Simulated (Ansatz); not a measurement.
# Resistivity from frozen vibrations: W(100) with 4 thermally displaced layers, 2x2, part 3 of 3

Aim: the resistivity of W at 300 K from frozen thermal displacements between perfect leads.

Ansatz 0.2.0; Ansatz plane-wave DFT, PBE, PAW files; ballistic transport by layer matching (Landauer), zero bias; PAW set soft_1.

So far, open channels per spin nearest the Fermi level: step 2 (with 4 displaced layers) 5.66.

### Step 4. With 12 displaced layers

System of this step: W(100) with 12 thermally displaced layers, 2x2. The cell holds 88 atoms: 88 W. Its edges and angles: a = 6.330 Å, b = 6.330 Å, c = 34.813 Å, α = 90.0°, β = 90.0°, γ = 90.0°. It derives from W. Regions: lead, 40 atoms (40 W); scattering region, 48 atoms (48 W). The structure is stacked along c, and the current runs across the ab planes.

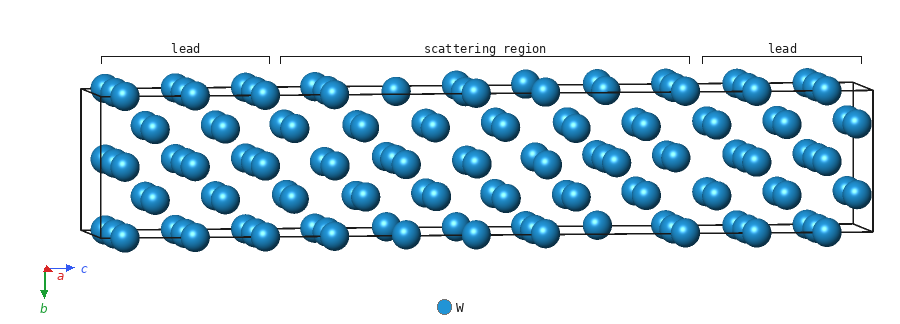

The cell of this step (tungsten blue). Some periodic images of atoms are drawn too.

The input, input.yaml:

```yaml
crystal:
  lattice:
    - [6.3296, 0.0, 0.0]
    - [0.0, 6.3296, 0.0]
    - [0.0, 0.0, 34.8128]
  atoms:
    - { symbol: W, position: [0.0, 0.0, 0.0227272727] }
    - { symbol: W, position: [0.0, 0.5, 0.0227272727] }
    - { symbol: W, position: [0.5, 0.0, 0.0227272727] }
    - { symbol: W, position: [0.5, 0.5, 0.0227272727] }
    - { symbol: W, position: [0.25, 0.25, 0.0681818182] }
    - { symbol: W, position: [0.25, 0.75, 0.0681818182] }
    - { symbol: W, position: [0.75, 0.25, 0.0681818182] }
    - { symbol: W, position: [0.75, 0.75, 0.0681818182] }
    - { symbol: W, position: [0.0, 0.0, 0.1136363636] }
    - { symbol: W, position: [0.0, 0.5, 0.1136363636] }
    - { symbol: W, position: [0.5, 0.0, 0.1136363636] }
    - { symbol: W, position: [0.5, 0.5, 0.1136363636] }
    - { symbol: W, position: [0.25, 0.25, 0.1590909091] }
    - { symbol: W, position: [0.25, 0.75, 0.1590909091] }
    - { symbol: W, position: [0.75, 0.25, 0.1590909091] }
    - { symbol: W, position: [0.75, 0.75, 0.1590909091] }
    - { symbol: W, position: [0.0, 0.0, 0.2045454545] }
    - { symbol: W, position: [0.0, 0.5, 0.2045454545] }
    - { symbol: W, position: [0.5, 0.0, 0.2045454545] }
    - { symbol: W, position: [0.5, 0.5, 0.2045454545] }
    - { symbol: W, position: [0.2519907625, 0.2477630577, 0.2478450869] }
    - { symbol: W, position: [0.2493211844, 0.7449907075, 0.2512240298] }
    - { symbol: W, position: [0.7482002506, 0.2505202637, 0.2490372355] }
    - { symbol: W, position: [0.746817524, 0.7499281197, 0.2483167885] }
    - { symbol: W, position: [0.0018740326, 0.9993389002, 0.2941109003] }
    - { symbol: W, position: [0.9850529131, 0.5031976189, 0.2951173264] }
    - { symbol: W, position: [0.4966967003, 0.9985281564, 0.2975129568] }
    - { symbol: W, position: [0.4996896134, 0.5005398582, 0.2937694102] }
    - { symbol: W, position: [0.2602671098, 0.2557182823, 0.3421181302] }
    - { symbol: W, position: [0.2502971223, 0.7557130894, 0.3413294439] }
    - { symbol: W, position: [0.7538217267, 0.249051451, 0.3392388966] }
    - { symbol: W, position: [0.7564123779, 0.7379402829, 0.3406371972] }
    - { symbol: W, position: [0.998725305, 0.9935003304, 0.387058421] }
    - { symbol: W, position: [0.9987514367, 0.4972771998, 0.3869527155] }
    - { symbol: W, position: [0.4970297011, 0.008656876, 0.3867619015] }
    - { symbol: W, position: [0.4970436998, 0.487882287, 0.3848817042] }
    - { symbol: W, position: [0.2567737185, 0.2496846081, 0.4314973475] }
    - { symbol: W, position: [0.2602416346, 0.7420058348, 0.4311545206] }
    - { symbol: W, position: [0.7470545775, 0.2536543717, 0.4310662707] }
    - { symbol: W, position: [0.7461768475, 0.739995839, 0.4326446729] }
    - { symbol: W, position: [0.0050242974, 0.9970309619, 0.4774578224] }
    - { symbol: W, position: [0.9919435288, 0.4970594047, 0.4788342067] }
    - { symbol: W, position: [0.5008459475, 0.0143994374, 0.4763806888] }
    - { symbol: W, position: [0.503616647, 0.4987815017, 0.4779139061] }
    - { symbol: W, position: [0.2499550549, 0.2465023092, 0.5217440986] }
    - { symbol: W, position: [0.2691092026, 0.7495179437, 0.5204420141] }
    - { symbol: W, position: [0.7459575695, 0.254225911, 0.5221606684] }
    - { symbol: W, position: [0.758479038, 0.7562474893, 0.5225546442] }
    - { symbol: W, position: [0.9970568943, 0.9937375356, 0.5673886235] }
    - { symbol: W, position: [0.990818574, 0.5075064504, 0.5699843835] }
    - { symbol: W, position: [0.4921710668, 0.9926351113, 0.5661777592] }
    - { symbol: W, position: [0.4939927381, 0.4806396256, 0.5668873997] }
    - { symbol: W, position: [0.2580830796, 0.2478455815, 0.6146047695] }
    - { symbol: W, position: [0.2469524798, 0.7609734328, 0.6138621154] }
    - { symbol: W, position: [0.7476191547, 0.2659080898, 0.6132686756] }
    - { symbol: W, position: [0.7423886742, 0.7512584126, 0.6135923562] }
    - { symbol: W, position: [0.0066459125, 0.9942558779, 0.6600028058] }
    - { symbol: W, position: [0.0053147906, 0.4958386109, 0.6592758955] }
    - { symbol: W, position: [0.4948223036, 0.0146203472, 0.6582929856] }
    - { symbol: W, position: [0.4971761945, 0.4933571198, 0.6586986881] }
    - { symbol: W, position: [0.2499633774, 0.254785278, 0.7038536575] }
    - { symbol: W, position: [0.248842156, 0.7411716706, 0.7036078511] }
    - { symbol: W, position: [0.7671756862, 0.2564895919, 0.7036599531] }
    - { symbol: W, position: [0.7416646156, 0.7439196391, 0.7045208747] }
    - { symbol: W, position: [0.0002164424, 0.9953607413, 0.7485420674] }
    - { symbol: W, position: [0.0088650337, 0.5028151485, 0.7495755435] }
    - { symbol: W, position: [0.4986247198, 0.9966996792, 0.7466729043] }
    - { symbol: W, position: [0.5007208672, 0.4933277871, 0.7488637687] }
    - { symbol: W, position: [0.25, 0.25, 0.7954545455] }
    - { symbol: W, position: [0.25, 0.75, 0.7954545455] }
    - { symbol: W, position: [0.75, 0.25, 0.7954545455] }
    - { symbol: W, position: [0.75, 0.75, 0.7954545455] }
    - { symbol: W, position: [0.0, 0.0, 0.8409090909] }
    - { symbol: W, position: [0.0, 0.5, 0.8409090909] }
    - { symbol: W, position: [0.5, 0.0, 0.8409090909] }
    - { symbol: W, position: [0.5, 0.5, 0.8409090909] }
    - { symbol: W, position: [0.25, 0.25, 0.8863636364] }
    - { symbol: W, position: [0.25, 0.75, 0.8863636364] }
    - { symbol: W, position: [0.75, 0.25, 0.8863636364] }
    - { symbol: W, position: [0.75, 0.75, 0.8863636364] }
    - { symbol: W, position: [0.0, 0.0, 0.9318181818] }
    - { symbol: W, position: [0.0, 0.5, 0.9318181818] }
    - { symbol: W, position: [0.5, 0.0, 0.9318181818] }
    - { symbol: W, position: [0.5, 0.5, 0.9318181818] }
    - { symbol: W, position: [0.25, 0.25, 0.9772727273] }
    - { symbol: W, position: [0.25, 0.75, 0.9772727273] }
    - { symbol: W, position: [0.75, 0.25, 0.9772727273] }
    - { symbol: W, position: [0.75, 0.75, 0.9772727273] }
kpoints:
  mp_grid: { grid: [4, 4, 1] }
hamiltonian:
  xc: pbe
  pseudopotentials: { kind: paw, azcp: { folder: soft_1 } }
scf:
  occupations: { method: fermi_dirac, width: 0.1 }
output:
  transmission: { leads: [[0, 4]], kmesh: [8, 8], e_range: [-0.05, 0.05], de: 0.05 }
  write_potential: true
  write_density: true
  volumetric_format: npy
```

Command:

```sh
$ ansatz run input.yaml --threads 4 --pin off --max-ram 15360MiB --backend cpu --events-out ev --progress --plain --runs-dir out
```

Numbers of over 12 decimals in the logs are rounded to 6 here.

Output:

```text
[...]
Crystal: 88 atoms, lattice volume = 1394.734 Å³
Basis set: ecut = 420 eV, 27305 PW (Γ)
Bands: 740, of which v1, the nominal top of the filled ones, is band 616 counted from 1 (615 counted from 0)
Symmetry: 1 space group operations
[...]
k-points: 10 of 16 (time reversal used)
[...]
SCF iter   1: F=—  HF=-913975.665101 eV  |F-HF|=—  |Δ(HF+E_count)|=         —  Δρ=6.29e-2  dr2=4.99e1  ethr=3.10e-3  ⟨swp⟩=4.7  Hψ=26775  notcnv=0
[...]
SCF iter   8: F=-913958.848321 eV  HF=-913958.848321 eV  |F-HF|=3.68e-8  |Δ(HF+E_count)|=   4.31e-9  Δρ=6.77e-7  dr2=3.99e-8  ethr=8.12e-12  ⟨swp⟩=6.6  Hψ=16218  notcnv=0
SCF 1 converged in 8 iterations: F = -913958.848321 eV  dr2 = 3.99e-8
[...]
transmission: 190 of 1870 steps passed
transmission: 374 of 1870 steps passed
[...]
transmission: 1870 of 1870 steps passed
SCF converged after 8 iterations
Free energy (F): -913958.848321 eV
[...]
Internal energy: -913957.363115 eV  (E = F + TS)
E sigma→0 (E₀):  -913958.105718 eV
Entropy (-TS):   -1.485206 eV (-16.877 meV/atom)
Fermi energy:    22.419398 eV
[...]
--- Band table (eV; the first three rows and the last of 10) ---
  k-point 0: bands = [... 612 lower, 22.2219, 22.2333, 22.2678, 22.2778, 22.2940, 22.3130, 22.4226, 22.4822, ... 120 higher]
  k-point 1: bands = [... 612 lower, 22.3551, 22.3624, 22.3766, 22.3883, 22.3971, 22.4142, 22.4342, 22.4404, ... 120 higher]
  k-point 2: bands = [... 612 lower, 22.4327, 22.4414, 22.4550, 22.4784, 22.5130, 22.5201, 22.5375, 22.5463, ... 120 higher]
  k-point 9: bands = [... 612 lower, 21.6541, 21.7340, 21.7391, 21.8380, 22.4610, 22.5249, 22.5476, 22.5856, ... 120 higher]
--- Transmission ---
  basis      : 349 plane waves across, 55 finite elements along
  points     : 34, standing for a mesh of 8 x 8
[...]
channels       : 5.281250e0 a spin
[...]
slowest decay  : 0.0383 /Å at (0.5000, 0.5000)
  junction   : crystal 0 to crystal 0, 0.70 to 33.93 Å
    transmission   : 4.022560e0 a spin
[...]
```

Elapsed: 9.9 min, on 4 threads of Intel Xeon 6975P-C (Granite Rapids), shared host; peak memory 8.4 GiB.

Numbers from this step:

| Property | Result |
| --- | --- |
| free energy | -913958.8483 eV |
| energy at zero smearing | -913958.1057 eV |
| Fermi energy | 22.42 eV |
| transmission per spin nearest the Fermi level | 4.023 |
| open channels per spin nearest the Fermi level | 5.281 |
| step of the lead's potential | 5 meV |

Per spin. Transmission, zone mean against energy, zero at the Fermi level:

```csv
energy (eV),"transmission, zone mean"
-0.0500,3.89
0.0000,4.02
0.0500,4.31
```

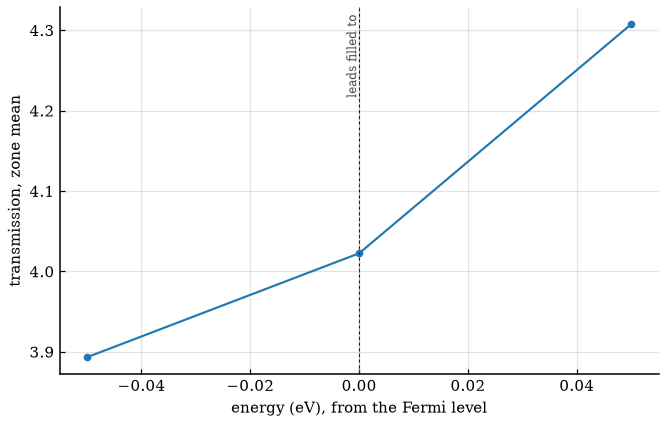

Transmission, zone mean, plotted against energy.

Over the solved energies the transmission per spin lies between 3.89 and 4.31, out of 5.20 channels of the lead on average (up to 5.66).

### Step 5. Resistance against length

This step: Ansatz plane-wave DFT, PBE, PAW files; ballistic transport by layer matching (Landauer), zero bias; resistivity from the slope of the area resistance; PAW set soft_1 (Ansatz 0.2.0).

Numbers from this step:

* resistivity: 16.45 µΩ cm
* intercept: -0.04833 fΩ m²
* scatter about the fit: 0.01454 fΩ m²

Resistance, by row:

```csv
run,length (Å),T,channels N,RA (fΩ m²)
n4,6.33,5.13,5.49,0.06607
n8,12.66,4.543,5.177,0.1393
n12,18.99,4.074,5.198,0.2743
```

The area resistance by length of the displaced region:

```csv
length of the displaced region (Å),area resistance (fΩ m²)
6.33,0.0661
12.66,0.139
18.99,0.274
```

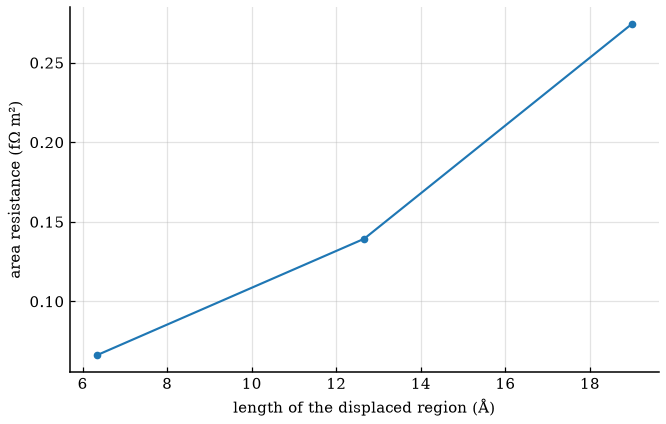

Area resistance, plotted against length of the displaced region.

The area resistance goes from 0.066 to 0.27 fΩ m² between 6.3 and 19.0 Å, a slope of 16 µΩ cm.

By hand from the end points: (0.2743 − 0.06607) fΩ m² / (18.99 − 6.33) Å = 16 µΩ cm, since 1 fΩ m² per Å is 1000 µΩ cm.

### Step 6. What came out

```
resistivity from the slope  : 16.4 µΩ cm
area resistance over 6.33 Å : 0.0661 fΩ m²
area resistance over 12.7 Å : 0.139 fΩ m²
area resistance over 19.0 Å : 0.274 fΩ m²
```

**Reading.** The slope gives 16 µΩ cm. The points scatter by 0.015 fΩ m² about the line, with one random draw a length in a 2x2 cell, so the slope is a rough value. The mean square of the displacements drawn is 0.78, 0.99 and 1.2 of the nominal one at the three lengths; with each resistance scaled back by that, the slope is 12 µΩ cm, the value used below. The lead's own channel count moves between the runs (5.49, 5.18 and 5.20), which shifts RA and the slope too. Read with a model of isotropic scattering on a spherical Fermi surface and the lead's 1.1×10¹⁵ S/m², this slope means a mean free path near 68 Å; over these lengths the model's slope is 1.12 times its bulk resistivity, which would be 10 µΩ cm. Uncorrelated displacements put too much weight on short waves, which scatter strongly; with the sideways repeat of a small cell, one draw and three short lengths, the method is good to a factor of two or three. The measured value is 5.44 µΩ cm (CRC Handbook of Chemistry and Physics, 84th ed., 2003, Electrical Resistivity of Pure Metals); the scaled slope is 2.2 times that and the corrected value 1.9: clearly high. Spin-orbit coupling is left out, which matters for W.

[Logs are printed without paths, hosts, clocks, repeated set-up lines and the standing remarks that a program may print on its own settings, such as how far it seeks lower states.]

[Hosts, paths, dates, database ids (printed as entryN), source tags and the programs' standing remarks are cut or masked in the printed files.]
